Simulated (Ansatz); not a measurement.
## Nudged elastic band of Si$_{2}$NH$_{9}$

The run: nudged elastic band of Si$_{2}$NH$_{9}$. Method and program: RKS PBE0-D4/6-31G* (Ansatz 0.2.0).

One setting was made poor on purpose. It belongs to a series of runs on one base structure; here: band between the two ends. Figures and captions count atoms from 1; the log counts them from 0 in places.

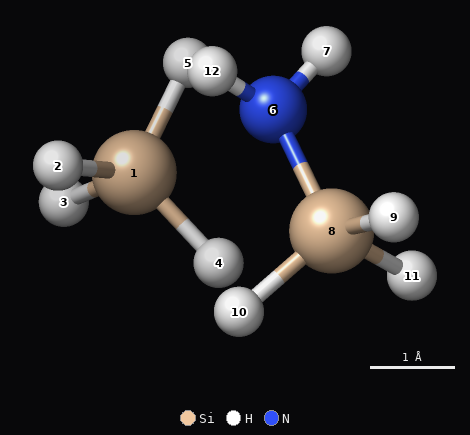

**Figure 1.** The input geometry (ball-and-stick view, seen at a tilt; atoms are numbered from 1 in the order of the input).

The input
```yaml
crystal:
  periodic: [false, false, false]
  atoms:
    - { symbol: Si, position_ang: [0.329018, 0.122901, -0.193852] }
    - { symbol: H, position_ang: [0.716143, -0.423513, 1.134024] }
    - { symbol: H, position_ang: [1.589871, 0.327584, -0.973465] }
    - { symbol: H, position_ang: [-0.335827, 1.445864, -0.069264] }
    - { symbol: H, position_ang: [-0.50899, -0.840771, -0.956132] }
    - { symbol: "N", position_ang: [-2.208314, -0.350325, 1.406169] }
    - { symbol: H, position_ang: [-2.842387, -0.732993, 0.715201] }
    - { symbol: Si, position_ang: [-2.668073, 1.143645, 2.177347] }
    - { symbol: H, position_ang: [-3.824807, 1.065028, 3.126481] }
    - { symbol: H, position_ang: [-1.490506, 1.636178, 2.944658] }
    - { symbol: H, position_ang: [-3.032526, 2.102667, 1.098511] }
    - { symbol: H, position_ang: [-1.863402, -1.096164, 1.997721] }
basis:
  gaussian: { orbitals: "6-31G*" }
hamiltonian:
  xc: pbe0
  dispersion: d4
neb:
  order_check: false
  images: 5
  f_tol: 0.05
  max_iterations: 60
  initial_path: linear
  final_atoms:
    - { symbol: Si, position_ang: [-0.45204738, 0.49649204, -0.39490206] }
    - { symbol: H, position_ang: [-0.67241323, -2.30979184, 2.66325357] }
    - { symbol: H, position_ang: [0.57895232, 1.26380635, 0.35286158] }
    - { symbol: H, position_ang: [-0.74562839, 1.22684039, -1.66482034] }
    - { symbol: H, position_ang: [0.07352503, -0.84660535, -0.7705392] }
    - { symbol: "N", position_ang: [-1.82766971, 0.31261429, 0.65222439] }
    - { symbol: H, position_ang: [-2.50730703, -0.38444002, 0.36720737] }
    - { symbol: Si, position_ang: [-2.32551156, 1.36255034, 1.94620289] }
    - { symbol: H, position_ang: [-2.91550071, 0.55697797, 3.05268388] }
    - { symbol: H, position_ang: [-1.11519158, 2.08305931, 2.42257314] }
    - { symbol: H, position_ang: [-3.34662337, 2.37691059, 1.54585867] }
    - { symbol: H, position_ang: [-0.88438439, -1.73831308, 2.23479509] }
```

Run on 1 thread of Arm Neoverse V2, 24 GiB of memory available, shared host.

Launched with:
```bash
ansatz run input.yaml --threads 1 --pin off --max-ram 2048MiB --backend cpu --events-out ev --progress --plain --runs-dir out
```

Log
```
Engine: ansatz 0.2.0, aarch64-unknown-linux-gnu
Functional definition: PBE0
  parameter a = 0.25
  parameter kappa = 0.804
  parameter beta = 0.06672455060314922
  exchange = (1 - a)*pbe_x(kappa = kappa, mu = beta*pi^2/3) + a*exact_x
  correlation = pbe_c(beta = beta)
815 factors; integrals over basis functions are off by at most 7.0e-4 eV
mean field evaluation 1: about -17377.6079 eV, gradient 4.7e1 eV
mean field evaluation 2: about -17372.4964 eV, gradient 6.5e1 eV
mean field evaluation 4: about -17381.8947 eV, gradient 7.7e-1 eV
mean field evaluation 8: about -17381.9171 eV, gradient 6.1e-3 eV
mean field -17381.91706636 eV, -638.7736703022 hartree, gradient 4.1e-5 eV, S^2 0.000000; 0 other end points of the search recorded, 0 dependent functions left out
the calculation of the forces begins
reference -17381.91709727 eV, -638.7736714380 hartree; 22, 22 occupied and 49, 49 virtual orbitals, 815 factors
816 factors; integrals over basis functions are off by at most 8.8e-4 eV
mean field evaluation 16: about -17381.9682 eV, gradient 5.3e0 eV
mean field -17382.06014580 eV, -638.7789283745 hartree, gradient 2.3e-5 eV, S^2 0.000000; 0 other end points of the search recorded, 0 dependent functions left out
[... from here on the field's lines of each further geometry are left out, up to the last ...]
NEB iter   1: max|band force component| = 8.552e0 eV/Å  barrier→ = 7.5054 eV  barrier← = 7.6598 eV  Δτ_max = 0.2000 Å  (163 SCF iters)
NEB iter   2: max|band force component| = 3.861e0 eV/Å  barrier→ = 4.3268 eV  barrier← = 4.4812 eV  Δτ_max = 0.2000 Å  (134 SCF iters)
NEB iter   3: max|band force component| = 6.088e0 eV/Å  barrier→ = 2.6566 eV  barrier← = 2.8110 eV  Δτ_max = 0.0992 Å  (133 SCF iters)
NEB iter   4: max|band force component| = 2.036e0 eV/Å  barrier→ = 2.2887 eV  barrier← = 2.4431 eV  Δτ_max = 0.2000 Å  (127 SCF iters)
NEB iter   5: max|band force component| = 1.007e0 eV/Å  barrier→ = 1.6677 eV  barrier← = 1.8221 eV  Δτ_max = 0.2000 Å  (122 SCF iters)
NEB iter   6: max|band force component| = 1.297e0 eV/Å  barrier→ = 1.3771 eV  barrier← = 1.5315 eV  Δτ_max = 0.1002 Å  (124 SCF iters)
NEB iter   7: max|band force component| = 1.045e0 eV/Å  barrier→ = 1.2618 eV  barrier← = 1.4162 eV  CI = image 2  Δτ_max = 0.2000 Å  (112 SCF iters)
NEB iter   8: max|band force component| = 1.298e0 eV/Å  barrier→ = 1.8346 eV  barrier← = 1.9890 eV  CI = image 2  Δτ_max = 0.1014 Å  (121 SCF iters)
NEB iter   9: max|band force component| = 1.014e0 eV/Å  barrier→ = 1.8224 eV  barrier← = 1.9768 eV  CI = image 2  Δτ_max = 0.2000 Å  (115 SCF iters)
NEB iter  10: max|band force component| = 8.465e-1 eV/Å  barrier→ = 1.9688 eV  barrier← = 2.1232 eV  CI = image 2  Δτ_max = 0.1854 Å  (119 SCF iters)
NEB iter  11: max|band force component| = 5.513e-1 eV/Å  barrier→ = 1.9947 eV  barrier← = 2.1491 eV  CI = image 2  Δτ_max = 0.1990 Å  (115 SCF iters)
NEB iter  12: max|band force component| = 1.131e0 eV/Å  barrier→ = 1.9750 eV  barrier← = 2.1293 eV  CI = image 2  Δτ_max = 0.1007 Å  (115 SCF iters)
NEB iter  13: max|band force component| = 8.043e-1 eV/Å  barrier→ = 1.9763 eV  barrier← = 2.1307 eV  CI = image 2  Δτ_max = 0.0840 Å  (116 SCF iters)
NEB iter  14: max|band force component| = 5.908e-1 eV/Å  barrier→ = 1.9533 eV  barrier← = 2.1077 eV  CI = image 2  Δτ_max = 0.0992 Å  (115 SCF iters)
NEB iter  15: max|band force component| = 2.994e-1 eV/Å  barrier→ = 1.9532 eV  barrier← = 2.1076 eV  CI = image 2  Δτ_max = 0.0595 Å  (110 SCF iters)
NEB iter  16: max|band force component| = 1.910e-1 eV/Å  barrier→ = 1.9490 eV  barrier← = 2.1034 eV  CI = image 2  Δτ_max = 0.0179 Å  (113 SCF iters)
NEB iter  17: max|band force component| = 6.191e-2 eV/Å  barrier→ = 1.9473 eV  barrier← = 2.1017 eV  CI = image 2  Δτ_max = 0.0238 Å  (101 SCF iters)
NEB iter  18: max|band force component| = 7.526e-2 eV/Å  barrier→ = 1.9487 eV  barrier← = 2.1031 eV  CI = image 2  Δτ_max = 0.0119 Å  (106 SCF iters)
NEB iter  19: max|band force component| = 4.997e-2 eV/Å  barrier→ = 1.9474 eV  barrier← = 2.1018 eV  CI = image 2  Δτ_max = 0.0118 Å  (96 SCF iters)
the calculation of the forces begins
reference -17382.05495331 eV, -638.7787375540 hartree; 22, 22 occupied and 49, 49 virtual orbitals, 816 factors
815 factors; integrals over basis functions are off by at most 5.5e-4 eV
mean field evaluation 704: about -17379.9352 eV, gradient 3.1e-2 eV
mean field -17379.93523215 eV, -638.7008392382 hartree, gradient 7.3e-6 eV, S^2 0.000000; 1 other end points of the search recorded, 0 dependent functions left out
the calculation of the forces begins
reference -17379.93526108 eV, -638.7008403013 hartree; 22, 22 occupied and 49, 49 virtual orbitals, 815 factors
NEB iter  20: max|band force component| = 3.208e-2 eV/Å  barrier→ = 1.9464 eV  barrier← = 2.1008 eV  CI = image 2  Δτ_max = 0.0000 Å  (140 SCF iters)
```

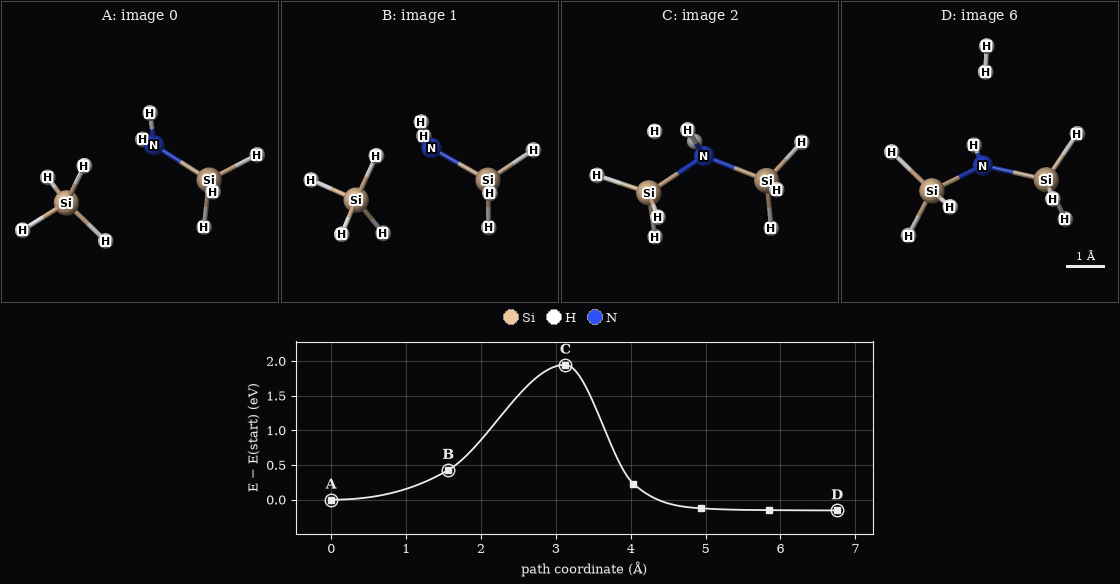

**Figure 2.** Images of the last band (counted from 0; ball-and-stick, seen at a tilt) above the energy along the path; the line is a cubic interpolation that uses the forces. The highest image is number 2, 1.946 eV above the start and 2.101 eV above the end (the climbing image); the end lies 0.154 eV below the start. The path is 6.76 Å long. The band converged in 20 iterations.

```
Total energy: -17380.14962765 eV, -638.7087181276 hartree
Atom 0 at    -0.424368    -0.003894    -0.083906 Å, force    -0.036777    -0.014854    -0.022285 eV/Å
Atom 1 at    -0.055106    -1.306103     1.211738 Å, force     0.017904     0.016072     0.023329 eV/Å
Atom 2 at     0.809466     0.673480     0.388740 Å, force     0.001347     0.001097     0.019522 eV/Å
Atom 3 at    -1.071016     1.075766    -0.932841 Å, force    -0.003708     0.004733    -0.000674 eV/Å
Atom 4 at    -0.300290    -1.118959    -1.058028 Å, force     0.003499    -0.000631    -0.017705 eV/Å
Atom 5 at    -1.877990    -0.064461     1.156721 Å, force     0.025376    -0.009993    -0.025922 eV/Å
Atom 6 at    -2.688033    -0.526968     0.739469 Å, force    -0.002188     0.006509    -0.007562 eV/Å
Atom 7 at    -2.289873     1.361267     2.150704 Å, force     0.004870     0.007732     0.012987 eV/Å
Atom 8 at    -3.378367     0.985281     3.089089 Å, force    -0.000507    -0.000584     0.001285 eV/Å
Atom 9 at    -1.051674     1.707621     2.888774 Å, force     0.002252    -0.001244     0.000672 eV/Å
Atom 10 at    -2.726929     2.500485     1.304943 Å, force     0.001894     0.000942    -0.001541 eV/Å
Atom 11 at    -1.085619    -0.883413     1.551996 Å, force    -0.013961    -0.009779     0.017894 eV/Å
Dipole moment:    -0.577452     0.162018     0.194189 e Å
this run last wrote the band of iteration 20 to [file]; this run last wrote the band within `neb.f_tol` of iteration 19 to [file]
```

The last band as extended XYZ (Å, eV, eV/Å)
```
12
Properties=species:S:1:pos:R:3:forces:R:3 image=0 energy=-17382.09600
Si    0.3290    0.1229   -0.1939    0.0014   0.0033  -0.0004
H     0.7161   -0.4235    1.1340   -0.0008   0.0006  -0.0042
H     1.5899    0.3276   -0.9735   -0.0037  -0.0020   0.0020
H    -0.3358    1.4459   -0.0693    0.0043   0.0006  -0.0025
H    -0.5090   -0.8408   -0.9561    0.0016  -0.0008   0.0022
N    -2.2083   -0.3503    1.4062   -0.0118   0.0297   0.0027
H    -2.8424   -0.7330    0.7152    0.0014   0.0020   0.0062
Si   -2.6681    1.1436    2.1773    0.0054   0.0042  -0.0027
H    -3.8248    1.0650    3.1265    0.0183   0.0005  -0.0164
H    -1.4905    1.6362    2.9447   -0.0259  -0.0095  -0.0143
H    -3.0325    2.1027    1.0985    0.0061  -0.0151   0.0210
H    -1.8634   -1.0962    1.9977    0.0036  -0.0136   0.0063
12
Properties=species:S:1:pos:R:3:forces:R:3 image=1 energy=-17381.66682
Si    0.0663    0.0087   -0.1523    0.2289   0.0133  -0.0723
H     0.1906   -0.7224    1.1463    0.0914   0.2702  -0.0213
H     1.4032    0.6498   -0.2537    0.3027  -0.0504  -0.3294
H    -0.8823    1.1007   -0.5038    0.1052   0.0143   0.2158
H    -0.1163   -1.0633   -1.1724    0.0584   0.0157  -0.0710
N    -2.1970   -0.2455    1.3012   -0.1953  -0.0759   0.0821
H    -2.9755   -0.6609    0.8082   -0.1514  -0.0559   0.0279
Si   -2.4574    1.2398    2.1805   -0.0477  -0.0550   0.0212
H    -3.4995    1.1237    3.2387   -0.0387   0.0973   0.0872
H    -1.1642    1.6132    2.8198   -0.0219  -0.0650  -0.0311
H    -2.8641    2.3141    1.2334   -0.0260  -0.0658  -0.0170
H    -1.6436   -0.9579    1.7616   -0.3056  -0.0427   0.1079
12
Properties=species:S:1:pos:R:3:forces:R:3 image=2 energy=-17380.14960
Si   -0.4244   -0.0039   -0.0839   -0.0368  -0.0149  -0.0223
H    -0.0551   -1.3061    1.2117    0.0179   0.0161   0.0233
H     0.8095    0.6735    0.3887    0.0013   0.0011   0.0195
H    -1.0710    1.0758   -0.9328   -0.0037   0.0047  -0.0007
H    -0.3003   -1.1190   -1.0580    0.0035  -0.0006  -0.0177
N    -1.8780   -0.0645    1.1567    0.0254  -0.0100  -0.0259
H    -2.6880   -0.5270    0.7395   -0.0022   0.0065  -0.0076
Si   -2.2899    1.3613    2.1507    0.0049   0.0077   0.0130
H    -3.3784    0.9853    3.0891   -0.0005  -0.0006   0.0013
H    -1.0517    1.7076    2.8888    0.0023  -0.0012   0.0007
H    -2.7269    2.5005    1.3049    0.0019   0.0009  -0.0015
H    -1.0856   -0.8834    1.5520   -0.0140  -0.0098   0.0179
12
Properties=species:S:1:pos:R:3:forces:R:3 image=3 energy=-17381.86369
Si   -0.6323    0.1880   -0.1991   -0.2238   0.2523  -0.1312
H    -0.0873   -1.6518    1.4661    0.0671  -0.3309   0.3406
H     0.6674    0.5499    0.4400   -0.1888  -0.0415   0.0638
H    -0.9651    1.2514   -1.1707    0.0883   0.1820  -0.2907
H    -0.4758   -1.0891   -0.9551   -0.1208   0.0494   0.1470
N    -1.9340    0.1263    0.9835   -0.0585   0.2091  -0.1828
H    -2.7298   -0.4476    0.7273    0.0015   0.0097  -0.0173
Si   -2.2513    1.4093    2.1155   -0.0026   0.0219  -0.0670
H    -3.3369    1.0066    3.0539    0.0108  -0.0418  -0.0592
H    -1.0038    1.6814    2.8833   -0.0133   0.0147  -0.0287
H    -2.6610    2.6644    1.4239   -0.0299   0.1282   0.0972
H    -0.7300   -1.2886    1.6387    0.4700  -0.4531   0.1283
12
Properties=species:S:1:pos:R:3:forces:R:3 image=4 energy=-17382.22026
Si   -0.6990    0.2823   -0.3300   -0.0041   0.0136  -0.0114
H    -0.0883   -2.1297    1.8717    0.0100  -0.0400   0.0393
H     0.5797    0.5735    0.3735   -0.0091   0.0120  -0.0061
H    -0.8579    1.2899   -1.4204    0.0064   0.0043  -0.0225
H    -0.6504   -1.0666   -0.9581   -0.0075   0.0061   0.0009
N    -1.9844    0.3146    0.8436   -0.0102   0.0171  -0.0108
H    -2.8024   -0.2393    0.6172   -0.0009   0.0107  -0.0146
Si   -2.2041    1.4941    2.1033    0.0021   0.0044  -0.0030
H    -3.2430    0.9925    3.0451    0.0044  -0.0105  -0.0019
H    -0.9095    1.6821    2.8133    0.0018   0.0014  -0.0062
H    -2.6433    2.8333    1.6080   -0.0088   0.0098   0.0167
H    -0.6372   -1.6265    1.8404    0.0160  -0.0290   0.0197
12
Properties=species:S:1:pos:R:3:forces:R:3 image=5 energy=-17382.24652
Si   -0.6869    0.3434   -0.4308    0.0012   0.0015  -0.0009
H    -0.4918   -2.3847    2.2518   -0.0027  -0.0018   0.0036
H     0.5853    0.6581    0.2724   -0.0002   0.0031  -0.0012
H    -0.8279    1.2946   -1.5744   -0.0009  -0.0001  -0.0023
H    -0.6410   -1.0325   -1.0005    0.0021   0.0004   0.0003
N    -1.9728    0.4349    0.7365   -0.0040  -0.0003   0.0022
H    -2.8320   -0.0384    0.4791    0.0013   0.0005  -0.0040
Si   -2.0842    1.4996    2.1068    0.0026   0.0006  -0.0002
H    -2.8891    0.8461    3.1771    0.0023  -0.0021   0.0006
H    -0.7006    1.7622    2.5851    0.0010   0.0003  -0.0016
H    -2.7267    2.8155    1.8099   -0.0014  -0.0004   0.0018
H    -0.8723   -1.7986    1.9942   -0.0014  -0.0018   0.0018
12
Properties=species:S:1:pos:R:3:forces:R:3 image=6 energy=-17382.25040
Si   -0.6404    0.4126   -0.5014   -0.0008  -0.0034  -0.0058
H    -1.0959   -2.5152    2.4135   -0.0021   0.0023  -0.0038
H     0.6274    0.8715    0.1255    0.0009   0.0014  -0.0010
H    -0.9223    1.2901   -1.6773    0.0006  -0.0003  -0.0003
H    -0.4898   -0.9782   -1.0156    0.0010  -0.0003   0.0001
N    -1.8728    0.4511    0.7243   -0.0039   0.0084   0.0175
H    -2.7252   -0.0542    0.5070    0.0036  -0.0020  -0.0050
Si   -1.9439    1.4763    2.1273    0.0002  -0.0052  -0.0049
H    -2.5529    0.7330    3.2666   -0.0010   0.0000   0.0006
H    -0.5493    1.8723    2.4577   -0.0001   0.0014  -0.0005
H    -2.7491    2.7192    1.9305    0.0004   0.0007   0.0001
H    -1.2256   -1.8783    2.0493    0.0011  -0.0031   0.0030
```

Results in brief

```csv
quantity,value
outcome,converged
"barrier, forward",1.946 eV
"barrier, backward",2.101 eV
wall time,4.8 min
peak memory,0.14 GiB
```

A deliberately poor setting: straight start. The order of the saddle point was not checked.
